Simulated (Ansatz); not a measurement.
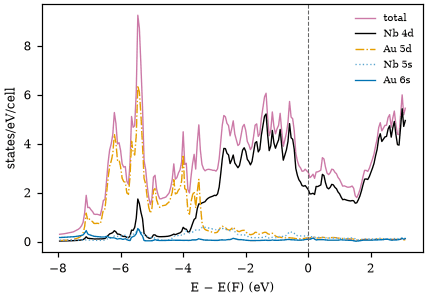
Figure. Total and projected density of states of Nb3Au in space group Cmmm (No. 65; Nb on 4l, Nb on 2d, Au on 2a), PBEsol (plane waves, PAW; program Ansatz)

Problem. Which orbitals carry the states next to the Fermi level?

Solution. Within 0.5 eV of the Fermi level: Nb 4d 79 %, Nb 5s 7 %, outside the projected shells 6 %. Projections are on Löwdin-orthogonalised atomic valence shells; empty p or d shells of many metals are not among them.

Problem. Where is the tallest occupied peak in this window, and what makes it?

Solution. Near -5.4 eV, about 9.2 states/eV per cell; the largest projected share is Au 5d.

The workflow started from a Materials Project entry (that database holds measured and hypothetical structures alike); the Crystallography Open Database copy checked does not list it. COD files the formula under space group No. 223. With Nb and Au taken as one species the cell has the higher symmetry I4/mmm, so it may be an ordered model of a mixed-site phase. Its standing as an ambient phase is unchecked. Symmetry was held in the PBEsol relaxation; whether a distortion lowers the energy is not shown. The run is not spin-polarised. Spin–orbit coupling is left out wherever it is not named.

Potentials: the later of the program's two PAW sets.
